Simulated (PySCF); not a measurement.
Consider C3H7O2Si (doublet).

Input

```
{"job": {"kind": "epr", "basis": "pcH-1"}, "charge": 0, "multiplicity": 2}
C     -2.563403    -0.431587    -0.504442
C     -1.392186    -0.727546    -0.023655
Si    -0.121555     0.737334     0.428138
O     -0.310178     1.913725    -0.518506
O      1.249982    -0.149193     0.547193
C      2.444027     0.030973    -0.135766
H     -2.886606     0.585767    -0.642268
H     -3.264817    -1.198514    -0.811816
H     -0.979764    -1.702413     0.153352
H     -0.482722     0.701578     1.855127
H      2.901290     0.983619     0.145289
H      3.119880    -0.786925     0.122155
H      2.281663     0.043669    -1.216273
```

Command:

```sh
OMP_NUM_THREADS=1 python probes_run.py task.json out
```

Geometry: GFN2-xTB.

The calculation used PySCF 2.14.0, density-fitted response routines, UKS B3LYP, pcH-1 on C H O Si, non-relativistic, mean-field spin-orbit, GIAO.

> Predict the electron density, electron localisation function and spin density between the atoms.

C–O (1.39 Å): the density is about 2 e/Å³ at the midpoint, with its minimum of 1.7 e/Å³ about 0.5 Å from C; the ELF peaks at about 0.90 between the atoms (a polar covalent bond).
Si–O (1.52 Å): ρ is about 1.6 e/Å³ halfway; the ELF peaks at about 0.85 between the atoms (a short, strongly polar bond).
C–H (1.09 Å): the density is about 2 e/Å³ at the midpoint; the ELF climbs to about 1 towards the hydrogen, as it does in any bond to H; an ordinary covalent bond to hydrogen.
Si–O (1.64 Å): ρ is about 1.1 e/Å³ halfway; the ELF peaks at about 0.85 between the atoms: a shared but strongly polarised pair.
The unpaired spin (1 electron) lies mostly on O4 (about 0.4), C2 (about 0.3), H10 (about 0.1) and Si3 (about 0.1), in electrons by Hirshfeld's partition.

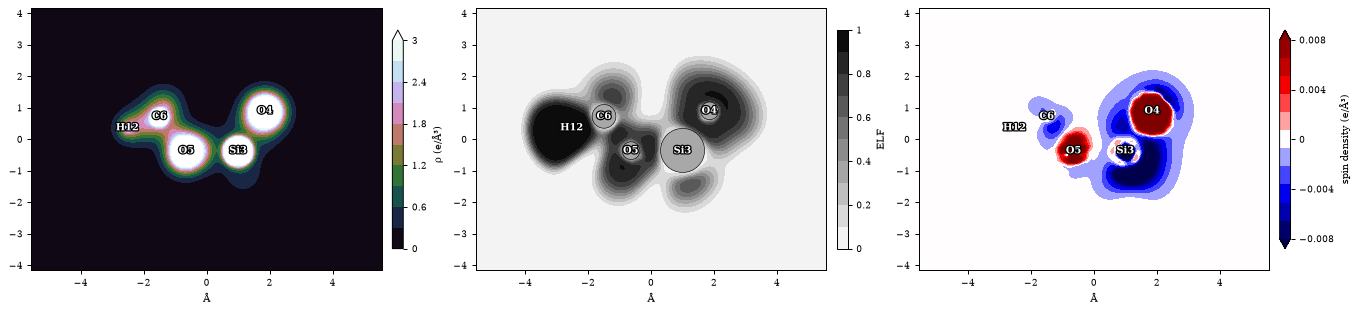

Computed electron density, electron localisation function and spin density on the plane of atoms O4, Si3 and O5, in this order. Grey discs cover the atomic cores in the ELF map. 
